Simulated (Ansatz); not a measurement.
## CBF5: molecular dynamics (part 1 of 3)

The run: molecular dynamics of CBF5. Method and program: RKS BLYP/6-31G* (Ansatz 0.2.0).

The geometry comes from this level: PBE0-D4/def2-TZVP. Figures and captions count atoms from 1; the log counts them from 0 in places.

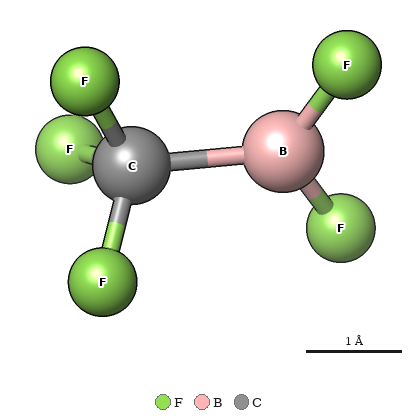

Figure 1. The starting structure (ball-and-stick view, seen at a tilt).

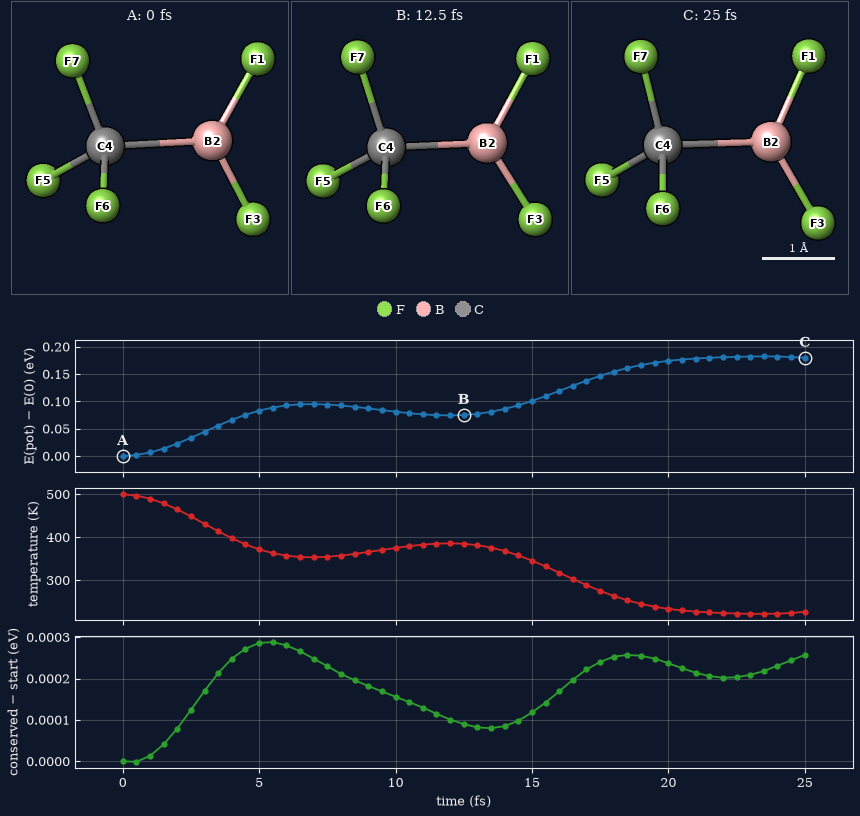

Figure 2. Frames of the molecular dynamics (ball-and-stick, seen at a tilt) above the curves, on which the letters mark them. The trajectory kept here has 51 frames over 25 fs. The temperature starts at 500 K, ranges from 222 to 500 K and averages 277 K over the second half. The potential energy ends 0.180 eV above its first value. The conserved quantity stays within 0.00029 eV. After an unweighted best fit of the last frame on the first, the root-mean-square displacement is 0.10 Å.

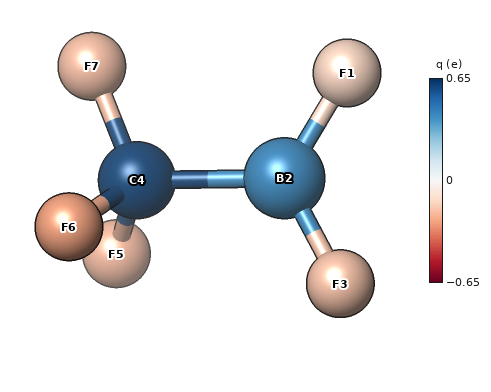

Figure 3. Mulliken charges, as the colour of each atom (ball-and-stick view, seen at a tilt; atoms are numbered from 1 in the order of the input). By element: F −0.26 to −0.14, B +0.43 and C +0.62 e.

These pictures come from the run below.

Input:
```yaml
crystal:
  periodic: [false, false, false]
  atoms:
    - {symbol: F, position_ang: [1.242809, -1.388940, 0.665705]}
    - {symbol: B, position_ang: [0.082445, -0.883454, 0.349006]}
    - {symbol: F, position_ang: [-1.007819, -1.581419, 0.518709]}
    - {symbol: C, position_ang: [-0.027619, 0.609792, -0.257007]}
    - {symbol: F, position_ang: [-0.594392, 0.585126, -1.473913]}
    - {symbol: F, position_ang: [-0.794251, 1.383072, 0.528469]}
    - {symbol: F, position_ang: [1.160127, 1.207822, -0.376769]}
basis:
  gaussian: {orbitals: "6-31G*"}
hamiltonian: {xc: {name: BLYP}}
md: {timestep: 0.5 fs, n_steps: 50, ensemble: nvt_nose_hoover, temperature: 500, initial_velocities: maxwell_boltzmann, seed: 881}
```

Launched with:
```bash
ansatz run in.yaml --threads 4 --pin off --events-out ev --progress --plain --max-ram 10444MiB
```

The program's output:
```
Functional definition: BLYP
  name "BLYP"
  cite "Becke, Phys. Rev. A 38, 3098 (1988) doi:10.1103/PhysRevA.38.3098"
  cite "Lee, Yang & Parr, Phys. Rev. B 37, 785 (1988) doi:10.1103/PhysRevB.37.785"
  parameter beta = 0.0042
  parameter a = 0.04918
  parameter b = 0.132
  parameter c = 0.2533
  parameter d = 0.349
  exchange = b88_x(beta = beta)
  correlation = lyp_c(a = a, b = b, c = c, d = d)
936 factors; their error is unknown
mean field evaluation 1: about -15295.2213 eV, gradient 5.0e1 eV
mean field evaluation 2: about -15287.5926 eV, gradient 8.9e1 eV
mean field evaluation 4: about -15298.5901 eV, gradient 1.5e0 eV
mean field evaluation 8: about -15298.5916 eV, gradient 3.9e-2 eV
mean field evaluation 16: about -15298.5180 eV, gradient 3.4e-4 eV
mean field -15298.51795520 eV, -562.2101651457 hartree, gradient 1.2e-5 eV, S^2 0.000000; 0 other end points of the search recorded, 0 dependent functions left out
the calculation of the forces begins
reference -15298.51813737 eV, -562.2101718404 hartree; 28, 28 occupied and 77, 77 virtual orbitals, 936 factors
md step     0: t =     0.00 fs  T =   500.0 K  F+E_penalty+E_count = -15298.51795520 eV  E_kin = 0.323150 eV  conserved = -15298.19480520 eV  (28 SCF iters)
these checks for a lower state are left out or cut short: starts, cluster_reference, orbital_swaps, neighbouring_geometries, increment
936 factors; their error is unknown
mean field -15298.51601480 eV, -562.2100938372 hartree, gradient 1.0e-5 eV, S^2 0.000000; 0 other end points of the search recorded, 0 dependent functions left out
the calculation of the forces begins
reference -15298.51619700 eV, -562.2101005330 hartree; 28, 28 occupied and 77, 77 virtual orbitals, 936 factors
md step     1: t =     0.50 fs  T =   497.0 K  F+E_penalty+E_count = -15298.51601480 eV  E_kin = 0.321209 eV  conserved = -15298.19480601 eV  (31 SCF iters)
[... from here on the SCF iterations and repeated set-up lines of each step are left out, up to the last step ...]
md step     2: t =     1.00 fs  T =   489.8 K  F+E_penalty+E_count = -15298.51137204 eV  E_kin = 0.316580 eV  conserved = -15298.19479184 eV  (30 SCF iters)
md step     3: t =     1.50 fs  T =   478.9 K  F+E_penalty+E_count = -15298.50426426 eV  E_kin = 0.309501 eV  conserved = -15298.19476400 eV  (32 SCF iters)
md step     4: t =     2.00 fs  T =   464.8 K  F+E_penalty+E_count = -15298.49513910 eV  E_kin = 0.300415 eV  conserved = -15298.19472552 eV  (31 SCF iters)
md step     5: t =     2.50 fs  T =   448.6 K  F+E_penalty+E_count = -15298.48460711 eV  E_kin = 0.289930 eV  conserved = -15298.19468083 eV  (31 SCF iters)
md step     6: t =     3.00 fs  T =   431.3 K  F+E_penalty+E_count = -15298.47337536 eV  E_kin = 0.278748 eV  conserved = -15298.19463467 eV  (31 SCF iters)
md step     7: t =     3.50 fs  T =   414.0 K  F+E_penalty+E_count = -15298.46217233 eV  E_kin = 0.267593 eV  conserved = -15298.19459195 eV  (31 SCF iters)
md step     8: t =     4.00 fs  T =   397.9 K  F+E_penalty+E_count = -15298.45167262 eV  E_kin = 0.257136 eV  conserved = -15298.19455680 eV  (31 SCF iters)
md step     9: t =     4.50 fs  T =   383.6 K  F+E_penalty+E_count = -15298.44243332 eV  E_kin = 0.247930 eV  conserved = -15298.19453253 eV  (31 SCF iters)
md step    10: t =     5.00 fs  T =   371.9 K  F+E_penalty+E_count = -15298.43484748 eV  E_kin = 0.240370 eV  conserved = -15298.19451918 eV  (31 SCF iters)
md step    11: t =     5.50 fs  T =   363.1 K  F+E_penalty+E_count = -15298.42912809 eV  E_kin = 0.234667 eV  conserved = -15298.19451721 eV  (31 SCF iters)
md step    12: t =     6.00 fs  T =   357.2 K  F+E_penalty+E_count = -15298.42531040 eV  E_kin = 0.230860 eV  conserved = -15298.19452462 eV  (31 SCF iters)
md step    13: t =     6.50 fs  T =   354.1 K  F+E_penalty+E_count = -15298.42328039 eV  E_kin = 0.228836 eV  conserved = -15298.19453876 eV  (31 SCF iters)
md step    14: t =     7.00 fs  T =   353.4 K  F+E_penalty+E_count = -15298.42281555 eV  E_kin = 0.228378 eV  conserved = -15298.19455653 eV  (31 SCF iters)
md step    15: t =     7.50 fs  T =   354.6 K  F+E_penalty+E_count = -15298.42363104 eV  E_kin = 0.229202 eV  conserved = -15298.19457524 eV  (30 SCF iters)
md step    16: t =     8.00 fs  T =   357.4 K  F+E_penalty+E_count = -15298.42542178 eV  E_kin = 0.231005 eV  conserved = -15298.19459361 eV  (31 SCF iters)
md step    17: t =     8.50 fs  T =   361.3 K  F+E_penalty+E_count = -15298.42789027 eV  E_kin = 0.233492 eV  conserved = -15298.19460935 eV  (31 SCF iters)
md step    18: t =     9.00 fs  T =   365.8 K  F+E_penalty+E_count = -15298.43076653 eV  E_kin = 0.236393 eV  conserved = -15298.19462325 eV  (29 SCF iters)
md step    19: t =     9.50 fs  T =   370.5 K  F+E_penalty+E_count = -15298.43380702 eV  E_kin = 0.239462 eV  conserved = -15298.19463615 eV  (31 SCF iters)
md step    20: t =    10.00 fs  T =   375.2 K  F+E_penalty+E_count = -15298.43678593 eV  E_kin = 0.242474 eV  conserved = -15298.19464856 eV  (31 SCF iters)
md step    21: t =    10.50 fs  T =   379.4 K  F+E_penalty+E_count = -15298.43948336 eV  E_kin = 0.245208 eV  conserved = -15298.19466162 eV  (32 SCF iters)
md step    22: t =    11.00 fs  T =   382.8 K  F+E_penalty+E_count = -15298.44167265 eV  E_kin = 0.247436 eV  conserved = -15298.19467539 eV  (31 SCF iters)
md step    23: t =    11.50 fs  T =   385.1 K  F+E_penalty+E_count = -15298.44311756 eV  E_kin = 0.248922 eV  conserved = -15298.19468986 eV  (31 SCF iters)
md step    24: t =    12.00 fs  T =   385.9 K  F+E_penalty+E_count = -15298.44357774 eV  E_kin = 0.249428 eV  conserved = -15298.19470381 eV  (31 SCF iters)
md step    25: t =    12.50 fs  T =   384.8 K  F+E_penalty+E_count = -15298.44282648 eV  E_kin = 0.248727 eV  conserved = -15298.19471547 eV  (31 SCF iters)
md step    26: t =    13.00 fs  T =   381.6 K  F+E_penalty+E_count = -15298.44067649 eV  E_kin = 0.246634 eV  conserved = -15298.19472312 eV  (31 SCF iters)
md step    27: t =    13.50 fs  T =   376.0 K  F+E_penalty+E_count = -15298.43700787 eV  E_kin = 0.243030 eV  conserved = -15298.19472468 eV  (31 SCF iters)
md step    28: t =    14.00 fs  T =   368.1 K  F+E_penalty+E_count = -15298.43179589 eV  E_kin = 0.237891 eV  conserved = -15298.19472000 eV  (31 SCF iters)
md step    29: t =    14.50 fs  T =   357.9 K  F+E_penalty+E_count = -15298.42512439 eV  E_kin = 0.231303 eV  conserved = -15298.19470706 eV  (32 SCF iters)
md step    30: t =    15.00 fs  T =   345.8 K  F+E_penalty+E_count = -15298.41719504 eV  E_kin = 0.223464 eV  conserved = -15298.19468739 eV  (31 SCF iters)
md step    31: t =    15.50 fs  T =   332.2 K  F+E_penalty+E_count = -15298.40831269 eV  E_kin = 0.214678 eV  conserved = -15298.19466284 eV  (31 SCF iters)
md step    32: t =    16.00 fs  T =   317.7 K  F+E_penalty+E_count = -15298.39885940 eV  E_kin = 0.205325 eV  conserved = -15298.19463551 eV  (32 SCF iters)
md step    33: t =    16.50 fs  T =   303.0 K  F+E_penalty+E_count = -15298.38925763 eV  E_kin = 0.195824 eV  conserved = -15298.19460837 eV  (32 SCF iters)
md step    34: t =    17.00 fs  T =   288.7 K  F+E_penalty+E_count = -15298.37992523 eV  E_kin = 0.186589 eV  conserved = -15298.19458347 eV  (31 SCF iters)
md step    35: t =    17.50 fs  T =   275.4 K  F+E_penalty+E_count = -15298.37123540 eV  E_kin = 0.177992 eV  conserved = -15298.19456452 eV  (31 SCF iters)
md step    36: t =    18.00 fs  T =   263.5 K  F+E_penalty+E_count = -15298.36347675 eV  E_kin = 0.170321 eV  conserved = -15298.19455246 eV  (31 SCF iters)
md step    37: t =    18.50 fs  T =   253.4 K  F+E_penalty+E_count = -15298.35683216 eV  E_kin = 0.163756 eV  conserved = -15298.19454763 eV  (29 SCF iters)
md step    38: t =    19.00 fs  T =   245.0 K  F+E_penalty+E_count = -15298.35137053 eV  E_kin = 0.158370 eV  conserved = -15298.19454967 eV  (31 SCF iters)
md step    39: t =    19.50 fs  T =   238.5 K  F+E_penalty+E_count = -15298.34705386 eV  E_kin = 0.154124 eV  conserved = -15298.19455711 eV  (31 SCF iters)
md step    40: t =    20.00 fs  T =   233.5 K  F+E_penalty+E_count = -15298.34375867 eV  E_kin = 0.150899 eV  conserved = -15298.19456797 eV  (32 SCF iters)
md step    41: t =    20.50 fs  T =   229.8 K  F+E_penalty+E_count = -15298.34130666 eV  E_kin = 0.148518 eV  conserved = -15298.19458007 eV  (31 SCF iters)
md step    42: t =    21.00 fs  T =   227.1 K  F+E_penalty+E_count = -15298.33949944 eV  E_kin = 0.146786 eV  conserved = -15298.19459108 eV  (31 SCF iters)
md step    43: t =    21.50 fs  T =   225.2 K  F+E_penalty+E_count = -15298.33815325 eV  E_kin = 0.145522 eV  conserved = -15298.19459914 eV  (32 SCF iters)
md step    44: t =    22.00 fs  T =   223.7 K  F+E_penalty+E_count = -15298.33712802 eV  E_kin = 0.144586 eV  conserved = -15298.19460307 eV  (31 SCF iters)
md step    45: t =    22.50 fs  T =   222.7 K  F+E_penalty+E_count = -15298.33634762 eV  E_kin = 0.143903 eV  conserved = -15298.19460214 eV  (31 SCF iters)
md step    46: t =    23.00 fs  T =   222.0 K  F+E_penalty+E_count = -15298.33581044 eV  E_kin = 0.143471 eV  conserved = -15298.19459643 eV  (31 SCF iters)
md step    47: t =    23.50 fs  T =   221.8 K  F+E_penalty+E_count = -15298.33558885 eV  E_kin = 0.143364 eV  conserved = -15298.19458675 eV  (31 SCF iters)
md step    48: t =    24.00 fs  T =   222.4 K  F+E_penalty+E_count = -15298.33581829 eV  E_kin = 0.143714 eV  conserved = -15298.19457424 eV  (31 SCF iters)
md step    49: t =    24.50 fs  T =   223.9 K  F+E_penalty+E_count = -15298.33667892 eV  E_kin = 0.144701 eV  conserved = -15298.19456060 eV  (31 SCF iters)
these checks for a lower state are left out or cut short: starts, cluster_reference, orbital_swaps, neighbouring_geometries, increment
936 factors; their error is unknown
mean field -15298.33837082 eV, -562.2035655416 hartree, gradient 1.2e-5 eV, S^2 0.000000; 0 other end points of the search recorded, 0 dependent functions left out
the calculation of the forces begins
reference -15298.33855365 eV, -562.2035722605 hartree; 28, 28 occupied and 77, 77 virtual orbitals, 936 factors
936 factors; their error is unknown
mean field evaluation 416: about -15298.4125 eV, gradient 2.7e-1 eV
mean field -15298.33837082 eV, -562.2035655416 hartree, gradient 1.8e-5 eV, S^2 0.000000; 1 other end points of the search recorded, 0 dependent functions left out
the calculation of the forces begins
reference -15298.33855365 eV, -562.2035722605 hartree; 28, 28 occupied and 77, 77 virtual orbitals, 936 factors
md step    50: t =    25.00 fs  T =   226.7 K  F+E_penalty+E_count = -15298.33837082 eV  E_kin = 0.146525 eV  conserved = -15298.19454762 eV  (29 SCF iters)
Total energy: -15298.33855365 eV, -562.2035722605 hartree
Atom 0 at     1.272114    -1.319856     0.550043 Å, force     0.551913    -0.866373     0.285840 eV/Å
Atom 1 at     0.063168    -0.883145     0.320658 Å, force    -1.579545     0.681292    -0.039314 eV/Å
Atom 2 at    -1.056398    -1.595925     0.605808 Å, force     1.233522     0.533213    -0.292141 eV/Å
Atom 3 at    -0.016319     0.636608    -0.283370 Å, force    -1.317931    -1.728420     1.220171 eV/Å
Atom 4 at    -0.597629     0.517087    -1.565947 Å, force     0.844233     1.042562     0.934194 eV/Å
Atom 5 at    -0.834584     1.415979     0.559582 Å, force     0.507681    -0.260154    -1.181925 eV/Å
Atom 6 at     1.226796     1.171246    -0.254489 Å, force    -0.239874     0.597879    -0.926825 eV/Å
Dipole moment:     0.087742    -0.118183     0.022602 e Å
```

Trajectory as extended XYZ (Å, eV, eV/Å), 51 frames, from step=0 to step=50:
```
7
Properties=species:S:1:pos:R:3:forces:R:3 step=0 time_fs=0.0 energy=-15298.51795 temperature=500.0
F     1.2428   -1.3889    0.6657    0.9474  -0.4331   0.2668
B     0.0824   -0.8835    0.3490   -0.0561   0.9177  -0.3717
F    -1.0078   -1.5814    0.5187   -0.8884  -0.6033   0.1522
C    -0.0276    0.6098   -0.2570    0.0918  -1.1395   0.4632
F    -0.5944    0.5851   -1.4739   -0.6254  -0.1210  -1.3379
F    -0.7943    1.3831    0.5285   -0.8517   0.7819   0.9273
F     1.1601    1.2078   -0.3768    1.3825   0.5973  -0.1001
7
Properties=species:S:1:pos:R:3:forces:R:3 step=1 time_fs=0.5 energy=-15298.51601 temperature=497.0
F     1.2396   -1.3858    0.6627    1.2272  -0.5404   0.3256
B     0.0859   -0.8817    0.3461   -0.4839   0.8704  -0.3604
F    -1.0076   -1.5812    0.5207   -0.7614  -0.5183   0.1220
C    -0.0311    0.6088   -0.2560    0.2980  -1.0807   0.3590
F    -0.5945    0.5828   -1.4753   -0.6093  -0.0978  -1.2927
F    -0.7927    1.3824    0.5281   -0.9317   0.8269   0.9624
F     1.1618    1.2072   -0.3731    1.2611   0.5401  -0.1159
7
Properties=species:S:1:pos:R:3:forces:R:3 step=2 time_fs=1.0 energy=-15298.51137 temperature=489.8
F     1.2366   -1.3828    0.6598    1.5008  -0.6447   0.3827
B     0.0893   -0.8798    0.3431   -0.9063   0.8098  -0.3427
F    -1.0074   -1.5811    0.5227   -0.6320  -0.4306   0.0898
C    -0.0344    0.6075   -0.2548    0.4962  -1.0010   0.2455
F    -0.5947    0.5804   -1.4768   -0.5883  -0.0760  -1.2361
F    -0.7914    1.3817    0.5278   -1.0045   0.8639   0.9914
F     1.1637    1.2067   -0.3694    1.1340   0.4786  -0.1307
```
